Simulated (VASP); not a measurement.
Band structure of ZnF₂ (rutile). Method: r2SCAN+rVV10, VASP's PBE PAW potentials (set 64) (plane waves; VASP 6.6.1).

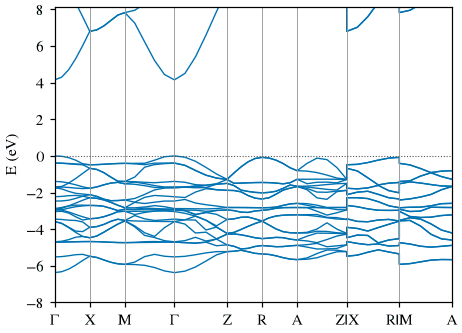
Figure. Bands along high-symmetry lines, zero at the valence-band maximum or, without a gap, the Fermi level

Read the plot: is there a gap, and where are the band edges?

The gap is direct, 4.15 eV, from the valence maximum at Γ to the conduction minimum at Γ.

Measured: gap 7.50 eV (computed value off by -3.35 eV), as given by Dominik Kurzydłowski et al., Inorganic Chemistry (2020), arXiv:1912.01850 [midpoint of the printed range].

The compound is ZnF2 in the rutile structure. It was relaxed first.
